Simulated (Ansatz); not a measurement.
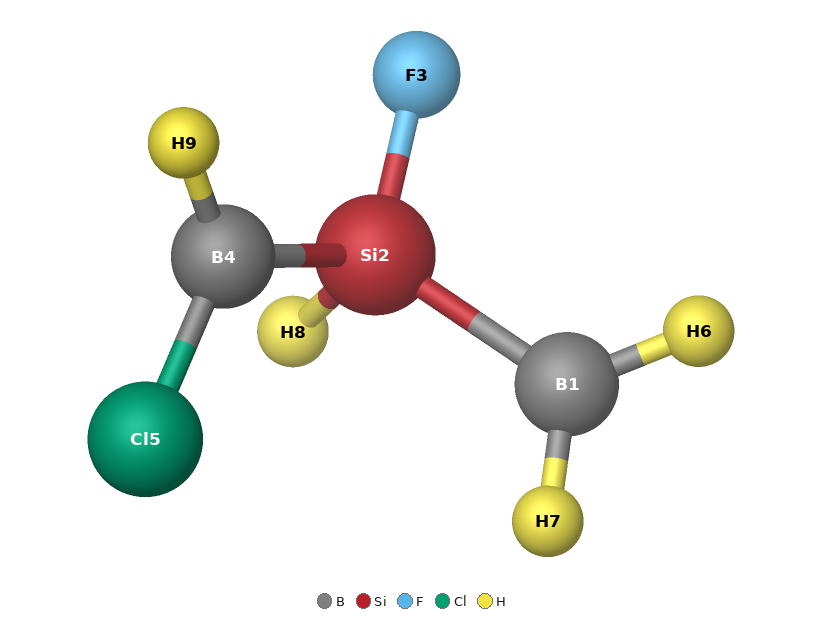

Atoms carry their numbers in the input. The computed structure is the end point of a PBE0-D4/def2-TZVP optimisation.

List the bonds and their lengths.

```
  bond  length (Å)   order
B1–Si2       1.998  single
 B1–H6       1.194  single
 B1–H7       1.196  single
Si2–F3       1.611  single
Si2–B4       2.018  single
Si2–H8       1.494  single
B4–Cl5       1.740  single
 B4–H9       1.193  single
```
